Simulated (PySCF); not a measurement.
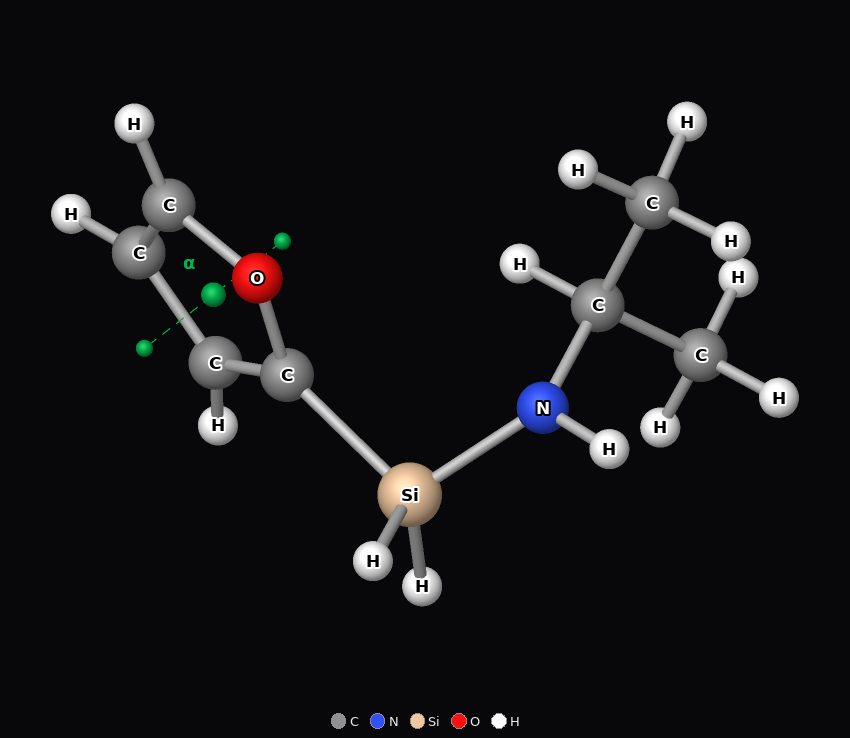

The small points mark where nucleus-independent chemical shifts (NICS) were computed: at the centre of each lettered ring and 1 Å above and below it. The geometry was computed by an optimisation with GFN2-xTB. No frequency run is at hand to confirm it as a minimum. Method: GIAO PBE0/pcSseg-1 NMR shielding, non-relativistic, gas phase (PySCF 2.14.0).

Give NICS(0), NICS(1) and the out-of-plane component NICS(1)zz for each ring (means of the two sides).

```json
{"ring": "α", "members": "C4O", "NICS(0)": "−11.6", "NICS(1)": "−10.7", "NICS(1)zz": "−28.3"}
```

Values in ppm.

### What do the values say about the ring currents?

Ring α: diatropic, as in an aromatic ring. NICS is one index among several.

The geometry is semi-empirical. Around Si such bond lengths and angles can be off by a tenth of an ångström or more and by several degrees, and values that hang on the shape move with them.
